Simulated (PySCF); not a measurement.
# BrO3Re (Re(O)3(Br)): the cost of one run

Method: B3LYP, Re def2-SVP with ECP60, O def2-SVP, Br def2-SVP; scalar-relativistic core potentials, no spin–orbit coupling; program: PySCF 2.14.0.

3 further runs of the same task are left out: 2 for a known fault of the program, 1 that didn't finish.

### 1 The starting structure

5 atoms, charge 0, spin multiplicity 1.

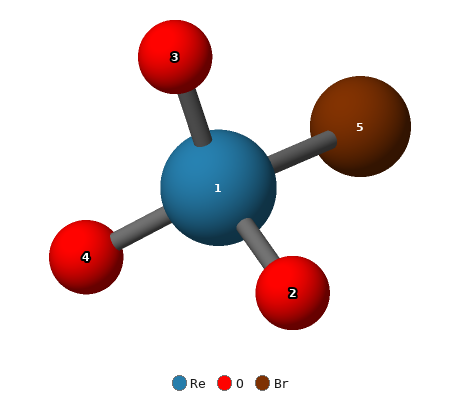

The structure; rhenium blue, oxygen red, bromine brown; atoms are numbered from 1 in the order of the file.

As a file:

```
Re    0.2765   -0.2765    0.2765
O     1.2628    0.7022    1.2628
O    -0.7022   -1.2628    1.2628
O     1.2628   -1.2628   -0.7022
Br   -1.1152    1.1152   -1.1152
```

Formal oxidation states: Re +7. An earlier session relaxed this geometry at B3LYP, Re def2-SVP with ECP60, O def2-SVP, Br def2-SVP (singlet, point group C3v).

Its energy there is -2877.815034 Eh.

### 2 Atoms moved at random, σ = 0.1 Å

run.py (the lines that set the calculation)

```python
mol = gto.M(atom='''
Re     0.33286    -0.12544     0.43080
O      1.30857     0.60880     1.21915
O     -0.76457    -1.24202     1.29741
O      1.26060    -1.30091    -0.69963
Br    -1.15264     1.07474    -1.26292''',
    basis={'Re': 'def2-SVP', 'O': 'def2-SVP', 'Br': 'def2-SVP'},
    ecp={'Re': 'def2-SVP'},
    charge=0, spin=0)
mf = dft.RKS(mol, xc='B3LYP')
mf.grids.atom_grid = (50, 194)
mf = mf.density_fit()  # fitting sets: Re def2-universal-JKFIT, O def2-universal-JKFIT, Br def2-universal-JKFIT
mf.conv_tol = 1e-08; mf.max_cycle = 55
mf.kernel(dm0)  # dm0: the density of the relaxed state
```

Started as:

```bash
> OMP_NUM_THREADS=2 python run.py
```

**Question.** How long does this run take on 2 threads of Arm Neoverse V2, shared host?

About 3.9 s.
